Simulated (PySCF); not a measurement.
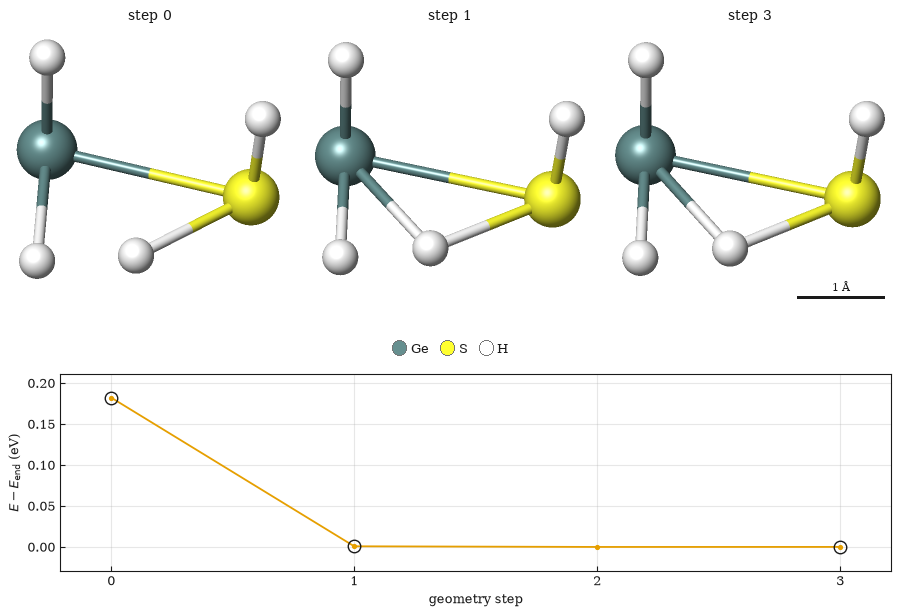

Frames of a relaxation of GeH4S (coarse preliminary run), marked on the history of the run. The picture is a ball-and-stick view, seen face on.

The reaction that was planned forms S2–H3 and breaks Ge1–S2, Ge1–H3 (atoms numbered from 1 in input order).

The calculation used PySCF, RKS PBE0-D4/def2-SVP, partitioned rational-function steps on a Bofill-updated Hessian. 

**Describe the path.**

After 3 geometry steps the energy has fallen by 0.182 eV. The largest move after the best rigid fit is that of an H atom, 0.12 Å. By element the largest moves are H 0.12 Å, Ge 0.10 Å, S 0.03 Å. Among the contacts that change: Ge–H 2.110 → 1.911 Å, Ge–H 1.896 → 1.744 Å, Ge–H 1.636 → 1.592 Å, H–S 1.324 → 1.350 Å. Among the angles between lasting bonds that change: Ge–S–H 56.5° → 49.5°, H–Ge–H 83.8° → 87.0°. The run took 14 s on 4 threads of Intel Xeon Platinum 8488C, on a shared host. From step 0 to 1: an H atom moves most (0.13 Å), energy −0.181 eV. From step 1 to 3: energy −0.001 eV.

```tsv
step	E − E(0), eV
0	0.0000
1	-0.1815
2	-0.1823
3	-0.1822
```
